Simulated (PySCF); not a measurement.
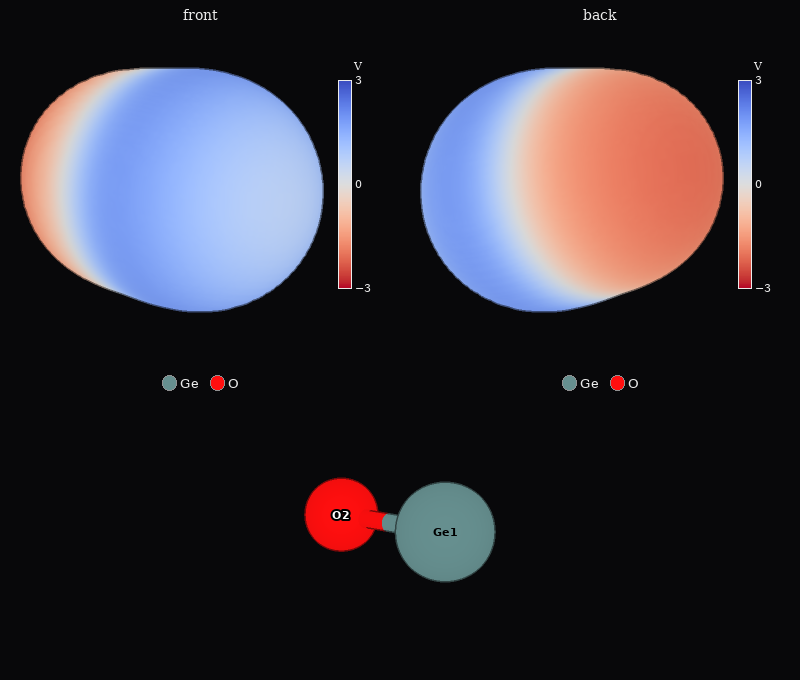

Figure. GeO. The molecular electrostatic potential painted on the density surface at 0.002 e/bohr³, seen from the front and from behind; the colour scale runs from red (negative) to blue (positive). The bare structure is drawn below in the same view.

The calculation used PBE0/def2-TZVPP, non-relativistic Hamiltonian with scalar-relativistic core potentials where named, at a bond length of 1.627 Å in PySCF.

```yaml
atoms:
  - { symbol: Ge, position_ang: [0.0000, 0.0000, -0.2894] }
  - { symbol: O, position_ang: [0.0000, 0.0000, 1.3376] }
```

Describe the electrostatic potential map.

Answer. The most negative region (about −2.1 V) lies over O2, the most positive (about +1.8 V) over Ge1. O2 is the likeliest acceptor of a hydrogen bond.
